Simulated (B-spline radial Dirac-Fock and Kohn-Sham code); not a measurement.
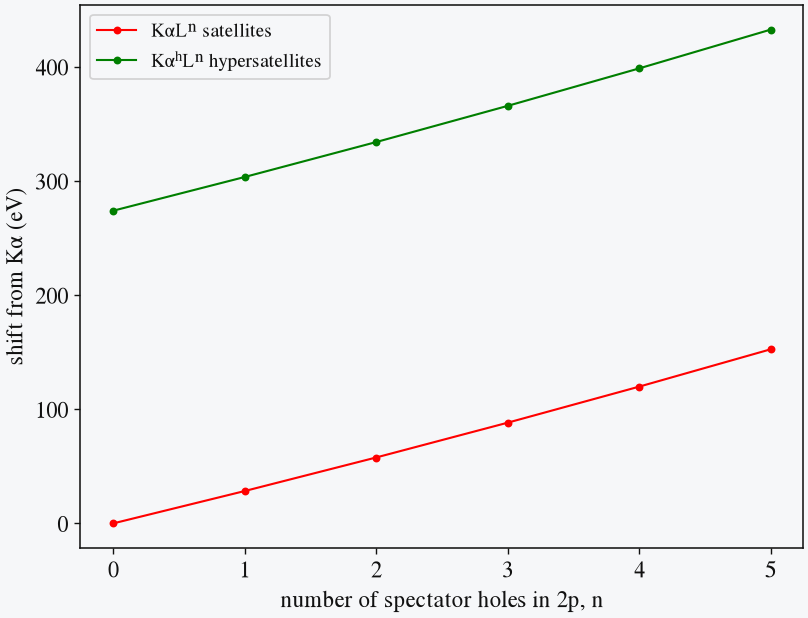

Shifts of Kα satellites and hypersatellites with the number of spectator holes in 2p, counted from the Kα line without spectators. It refers to Fe⁺, configuration [Ar] 3d6 4s1. Method: Dirac–Fock ΔSCF (average of configuration, Fermi nucleus, Breit and QED terms, no correlation) (computed with a radial B-spline solver).

### What is the shift of the ordinary satellite (one 1s hole) with 5 spectator holes?

153 eV.
